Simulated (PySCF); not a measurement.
# AlC: from the state search to spectroscopic constants, part 2 of 2

PySCF 2.14.0; Al x2c-TZVPPall, C x2c-TZVPPall; spin-free X2C with a Gaussian nucleus. The steps go on from the part before.

## 11. BHandHLYP

Output of the SCF at 1.969 Å:

```text
[... 13 set-up lines left out, the same as in an earlier log ...]
max_memory 2100 MB (current use 475 MB)
[... 3 set-up lines left out, the same as in an earlier log ...]
XC functionals = BHANDHLYP
    A. D. Becke.,  J. Chem. Phys. 98, 1372 (1993)
    Defined through Gaussian implementation.
[... 2 set-up lines left out, the same as in an earlier log ...]
init E= -280.785275581915
cycle= 1 E= -280.786216046343  delta_E= -0.00094  |g|= 0.0131  |ddm|= 0.0853
cycle= 2 E= -280.786323100255  delta_E= -0.000107  |g|= 0.00939  |ddm|= 0.0266
cycle= 3 E= -280.786396297931  delta_E= -7.32e-05  |g|= 0.00246  |ddm|= 0.0104
cycle= 4 E= -280.786410171551  delta_E= -1.39e-05  |g|= 0.00111  |ddm|= 0.00573
cycle= 5 E= -280.786415189807  delta_E= -5.02e-06  |g|= 0.000417  |ddm|= 0.00437
cycle= 6 E= -280.786416072631  delta_E= -8.83e-07  |g|= 0.000117  |ddm|= 0.0024
cycle= 7 E= -280.786416110217  delta_E= -3.76e-08  |g|= 2.32e-05  |ddm|= 0.000491
cycle= 8 E= -280.786416110994  delta_E= -7.77e-10  |g|= 6.89e-06  |ddm|= 5.25e-05
Extra cycle  E= -280.786416111092  delta_E= -9.82e-11  |g|= 3.15e-06  |ddm|= 1.63e-05
converged SCF energy = -280.786416111092  <S^2> = 3.7578799  2S+1 = 4.003938
```

Re = 1.961 Å, ωe = 643 cm⁻¹, ωexe = 4.24 cm⁻¹, αe = 0.00519 cm⁻¹, Be = 0.5275 cm⁻¹, De = 3.13 eV, μ = -1.82 D. 11 s of CPU time for 12 points, integrals apart.

## 12. CAM-B3LYP

The SCF at the reference distance, 1.969 Å, printed:

```text
[... 17 set-up lines left out, the same as in an earlier log ...]
XC functionals = CAMB3LYP
    T. Yanai, D. P. Tew, and N. C. Handy.,  Chem. Phys. Lett. 393, 51 (2004)
[... 2 set-up lines left out, the same as in an earlier log ...]
init E= -280.782547355401
cycle= 1 E= -280.783748131153  delta_E= -0.0012  |g|= 0.0109  |ddm|= 0.105
cycle= 2 E= -280.783795578263  delta_E= -4.74e-05  |g|= 0.00868  |ddm|= 0.0244
cycle= 3 E= -280.78385008652  delta_E= -5.45e-05  |g|= 0.00161  |ddm|= 0.0087
cycle= 4 E= -280.783854382246  delta_E= -4.3e-06  |g|= 0.000494  |ddm|= 0.00395
cycle= 5 E= -280.783854984113  delta_E= -6.02e-07  |g|= 0.000198  |ddm|= 0.00125
cycle= 6 E= -280.783855181313  delta_E= -1.97e-07  |g|= 9.4e-05  |ddm|= 0.000851
cycle= 7 E= -280.783855232923  delta_E= -5.16e-08  |g|= 3.94e-05  |ddm|= 0.000529
cycle= 8 E= -280.783855240607  delta_E= -7.68e-09  |g|= 6.14e-06  |ddm|= 0.000257
cycle= 9 E= -280.783855240671  delta_E= -6.4e-11  |g|= 1.3e-06  |ddm|= 2.12e-05
Extra cycle  E= -280.783855240674  delta_E= -2.56e-12  |g|= 6.39e-07  |ddm|= 4.8e-06
converged SCF energy = -280.783855240674  <S^2> = 3.7562594  2S+1 = 4.0031285
```

Re = 1.963 Å, ωe = 638 cm⁻¹, ωexe = 4.20 cm⁻¹, αe = 0.00523 cm⁻¹, Be = 0.5269 cm⁻¹, De = 3.33 eV, μ = -1.89 D.

## 13. UHF (mean field)

Output of the SCF at 1.969 Å:

```text
******** <class 'pyscf.scf.uhf_symm.SymAdaptedUHF'> ********
method = SymAdaptedUHF
[... 11 set-up lines left out, the same as in an earlier log ...]
max_memory 2100 MB (current use 505 MB)
[... 1 set-up line left out, the same as in an earlier log ...]
Overwritten attributes  get_k get_j get_hcore get_jk get_occ  of <class 'pyscf.scf.uhf_symm.SymAdaptedUHF'>
<class 'pyscf.scf.uhf_symm.SymAdaptedUHF'> does not have attributes  refdm
[... 1 set-up line left out, the same as in an earlier log ...]
init E= -280.097695702987
cycle= 1 E= -280.10943914068  delta_E= -0.0117  |g|= 0.0323  |ddm|= 0.154
cycle= 2 E= -280.111626103476  delta_E= -0.00219  |g|= 0.0175  |ddm|= 0.054
cycle= 3 E= -280.112811089909  delta_E= -0.00118  |g|= 0.0113  |ddm|= 0.0455
cycle= 4 E= -280.113464331057  delta_E= -0.000653  |g|= 0.00647  |ddm|= 0.0435
cycle= 5 E= -280.113667142507  delta_E= -0.000203  |g|= 0.00313  |ddm|= 0.0255
cycle= 6 E= -280.113715606977  delta_E= -4.85e-05  |g|= 0.000703  |ddm|= 0.0163
cycle= 7 E= -280.1137175161  delta_E= -1.91e-06  |g|= 0.000256  |ddm|= 0.00313
cycle= 8 E= -280.113717751895  delta_E= -2.36e-07  |g|= 0.000132  |ddm|= 0.000897
cycle= 9 E= -280.1137178224  delta_E= -7.05e-08  |g|= 5.45e-05  |ddm|= 0.000592
cycle= 10 E= -280.113717835449  delta_E= -1.3e-08  |g|= 2.1e-05  |ddm|= 0.000265
cycle= 11 E= -280.113717837236  delta_E= -1.79e-09  |g|= 6.67e-06  |ddm|= 0.000103
cycle= 12 E= -280.113717837421  delta_E= -1.86e-10  |g|= 1.83e-06  |ddm|= 4.01e-05
Extra cycle  E= -280.113717837427  delta_E= -5.68e-12  |g|= 9.33e-07  |ddm|= 4.96e-06
converged SCF energy = -280.113717837427  <S^2> = 3.7587143  2S+1 = 4.0043548
```

Re = 1.971 Å, ωe = 648 cm⁻¹, ωexe = 4.12 cm⁻¹, αe = 0.00495 cm⁻¹, Be = 0.5227 cm⁻¹, De = 2.62 eV, μ = -1.06 D.

## 14. MP2 and coupled cluster

Reference: UHF; core orbitals frozen: 6; virtual orbitals above 20 hartree dropped in coupled cluster: 1. MP2 keeps all virtuals, so it differs from the MP2 energy in the coupled-cluster log.

The coupled-cluster run at the reference distance, 1.969 Å, printed:

```text
******** <class 'pyscf.cc.uccsd.UCCSD'> ********
CC2 = 0
CCSD nocc = (np.int64(5), np.int64(2)), nmo = (66, 66)
frozen orbitals [[0, 1, 2, 3, 4, 5, 72], [0, 1, 2, 3, 4, 5, 72]]
max_cycle = 80
direct = 0
conv_tol = 1e-07
conv_tol_normt = 1e-05
diis_space = 8
diis_start_cycle = 0
diis_start_energy_diff = 1e+09
max_memory 2100 MB (current use 567 MB)
Init t2, MP2 energy = -0.128606317271689
Init E_corr(UCCSD) = -0.128606317272813
cycle = 1  E_corr(UCCSD) = -0.14697910997453  dE = -0.0183727927  norm(t1,t2) = 0.0764185
cycle = 2  E_corr(UCCSD) = -0.152582769978166  dE = -0.00560366  norm(t1,t2) = 0.0378679
cycle = 3  E_corr(UCCSD) = -0.157271517352232  dE = -0.00468874737  norm(t1,t2) = 0.0257706
cycle = 4  E_corr(UCCSD) = -0.157892742875992  dE = -0.000621225524  norm(t1,t2) = 0.0117815
cycle = 5  E_corr(UCCSD) = -0.15810153652519  dE = -0.000208793649  norm(t1,t2) = 0.00812434
cycle = 6  E_corr(UCCSD) = -0.158399120858653  dE = -0.000297584333  norm(t1,t2) = 0.00292935
cycle = 7  E_corr(UCCSD) = -0.158376668810035  dE = 2.24520486e-05  norm(t1,t2) = 0.000819094
cycle = 8  E_corr(UCCSD) = -0.158383389028637  dE = -6.7202186e-06  norm(t1,t2) = 0.000325831
cycle = 9  E_corr(UCCSD) = -0.158390541706556  dE = -7.15267792e-06  norm(t1,t2) = 0.000124638
cycle = 10  E_corr(UCCSD) = -0.158386827331422  dE = 3.71437513e-06  norm(t1,t2) = 3.96775e-05
cycle = 11  E_corr(UCCSD) = -0.158386879202223  dE = -5.18708007e-08  norm(t1,t2) = 1.45495e-05
cycle = 12  E_corr(UCCSD) = -0.158387144585127  dE = -2.65382905e-07  norm(t1,t2) = 6.86878e-06
cycle = 13  E_corr(UCCSD) = -0.15838736196167  dE = -2.17376542e-07  norm(t1,t2) = 2.75464e-06
cycle = 14  E_corr(UCCSD) = -0.158387331551556  dE = 3.04101134e-08  norm(t1,t2) = 1.22982e-06
UCCSD converged
E(UCCSD) = -280.2721051689786  E_corr = -0.1583873315515565
UCCSD(T) correction = -0.0069634374275196
```

Correlation energy (eV) along the bond:

```tsv
R (Å)	MP2	SCS-MP2	CCSD	CCSD(T)	T1
1.693	-3.484	-3.401	n/a	n/a	n/a
1.772	-3.488	-3.402	-4.309	-4.495	0.049
1.851	-3.494	-3.406	-4.309	-4.496	0.047
1.910	-3.499	-3.409	-4.309	-4.498	0.045
1.969	-3.504	-3.413	-4.310	-4.499	0.043
2.028	-3.509	-3.417	-4.311	-4.501	0.042
2.107	-3.515	-3.421	-4.312	-4.504	0.040
2.205	-3.521	-3.424	-4.313	-4.507	0.039
2.323	-3.522	-3.424	-4.314	-4.509	0.038
2.481	-3.516	-3.417	n/a	n/a	n/a
```

UHF-MP2: Re = 1.978 Å, ωe = 640 cm⁻¹, ωexe = 3.70 cm⁻¹, αe = 0.00475 cm⁻¹, Be = 0.5190 cm⁻¹, De = 3.36 eV.

UHF-SCS-MP2: Re = 1.976 Å, ωe = 642 cm⁻¹, ωexe = 3.72 cm⁻¹, αe = 0.00476 cm⁻¹, Be = 0.5200 cm⁻¹, De = 3.06 eV.

UHF-CCSD: Re = 1.972 Å, ωe = 646 cm⁻¹, ωexe = 3.96 cm⁻¹, αe = 0.00488 cm⁻¹, Be = 0.5220 cm⁻¹, De = 3.20 eV.

UHF-CCSD(T): Re = 1.973 Å, ωe = 643 cm⁻¹, ωexe = 3.97 cm⁻¹, αe = 0.00491 cm⁻¹, Be = 0.5213 cm⁻¹, De = 3.30 eV.

## 15. The curves together

Energy (eV) from each level's lowest point:

```tsv
R (Å)	UHF	UHF-MP2	UHF-SCS-MP2	UHF-CCSD	UHF-CCSD(T)	PBE	r²SCAN	PBE0	r²SCAN0	M06	MN15	BHandHLYP	CAM-B3LYP
1.693	0.769	0.789	0.781	n/a	n/a	0.758	0.740	0.727	0.720	0.700	0.724	0.703	0.699
1.772	0.345	0.362	0.356	0.347	0.350	0.345	0.330	0.322	0.316	0.305	0.324	0.306	0.305
1.851	0.111	0.121	0.118	0.112	0.114	0.114	0.104	0.101	0.096	0.091	0.103	0.091	0.092
1.910	0.026	0.031	0.030	0.027	0.028	0.029	0.024	0.022	0.019	0.018	0.024	0.018	0.018
1.969	0.000	0.000	0.000	0.000	0.000	0.000	0.000	0.000	0.000	0.000	0.000	0.000	0.000
2.028	0.020	0.014	0.016	0.018	0.018	0.014	0.020	0.021	0.024	0.025	0.019	0.025	0.024
2.107	0.098	0.087	0.090	0.095	0.093	0.081	0.097	0.099	0.107	0.106	0.092	0.107	0.104
2.205	0.253	0.237	0.242	0.250	0.246	0.218	0.247	0.251	0.266	0.262	0.238	0.264	0.258
2.323	0.489	0.472	0.478	0.486	0.480	0.428	0.474	0.480	0.503	0.495	0.459	0.497	0.488
2.481	0.841	0.830	0.837	n/a	n/a	0.740	0.810	0.820	0.854	0.841	0.790	0.841	0.828
```

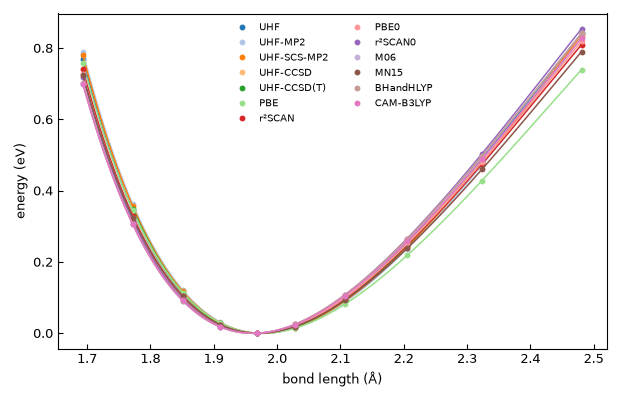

All levels on one scale; every curve starts from its own lowest point. Far from equilibrium a single determinant need not separate into the right atoms, and MP2 on it can jump.

The whole job (state search and all levels along the bond) took 5.1 min on 1 thread of Intel Xeon Platinum 8488C (shared host), peak memory 1.6 GiB.

## 16. What came out

What follows sums up all 2 parts.

Lowest PBE0 solution found, without spin–orbit coupling: ⁴Σ⁻ (quartet), unpaired electrons σ ↑, π ↑↑. State 2 has its PBE0 minimum 0.51 eV higher, as a spin-mixed determinant (⟨S²⟩ = 1.78), so this is no gap between pure states. State 3 has its PBE0 minimum 0.59 eV higher, as a spin-mixed determinant (⟨S²⟩ = 1.77), so this is no gap between pure states. State 4 has its PBE0 minimum 1.34 eV higher, as a spin-mixed determinant (⟨S²⟩ = 1.25), so this is no gap between pure states. The other levels ran on the lowest alone.

```tsv
level	Re (Å)	ωe (cm⁻¹)	De (eV)	μ (D)
UHF	1.971	648	2.62	-1.06
UHF-MP2	1.978	640	3.36	n/a
UHF-SCS-MP2	1.976	642	3.06	n/a
UHF-CCSD	1.972	646	3.20	n/a
UHF-CCSD(T)	1.973	643	3.30	n/a
PBE	1.977	621	3.74	-1.91
r²SCAN	1.969	639	3.64	-1.64
PBE0	1.967	638	3.54	-1.76
r²SCAN0	1.963	648	3.47	-1.57
M06	1.962	640	3.69	-1.83
MN15	1.970	628	3.67	-1.87
BHandHLYP	1.961	643	3.13	-1.82
CAM-B3LYP	1.963	638	3.33	-1.89
```

De is counted to Al + C in their ground configurations. A positive dipole means Al(−)C(+).

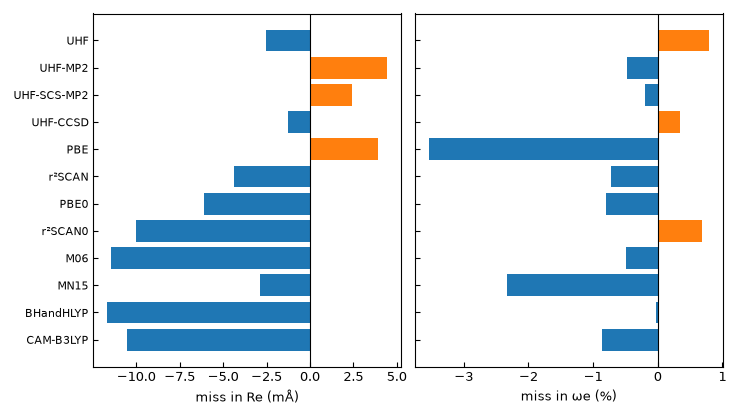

How far each level lies from CCSD(T) in the same basis.

Time per point (s) on 1 thread of Intel Xeon Platinum 8488C, shared host (CPU time, shared integrals of 0.22 s apart; correlated levels include their reference; CCSD comes with the CCSD(T) run); the times are rough: UHF 0.55, UHF-MP2 0.81, UHF-SCS-MP2 0.81, PBE 1, r²SCAN 1.4, PBE0 1.7, r²SCAN0 1.8, M06 1.6, MN15 1.8, BHandHLYP 0.94, CAM-B3LYP 2; the reference 9.8.

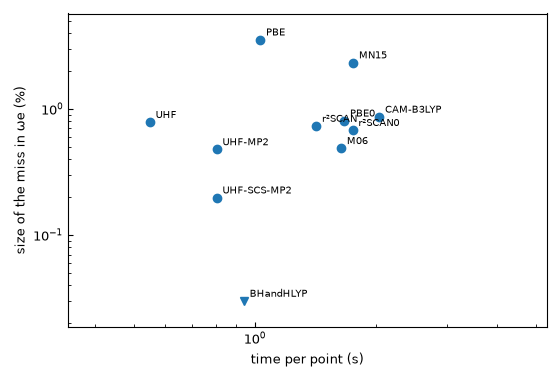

Miss in the wavenumber against time per point. Triangles mark misses under 0.03 %.

The cheapest levels within 10 mÅ and 2.5 % of CCSD(T): UHF-SCS-MP2 (0.81 s), UHF (0.55 s), UHF-MP2 (0.81 s). The dearest run takes 9.8 s.

**Reading.** Judged by CCSD(T) in the same basis: best bond length UHF-CCSD (-1 mÅ), worst BHandHLYP (-12 mÅ); best wavenumber BHandHLYP (0.0 %), worst PBE (-3.5 %). PBE gives a bond that is too long and too soft, as GGAs tend to. Among the levels with a De in the table, it runs from 2.62 eV (UHF) to 3.74 eV (PBE).

Correlated steps freeze 6 core orbitals.
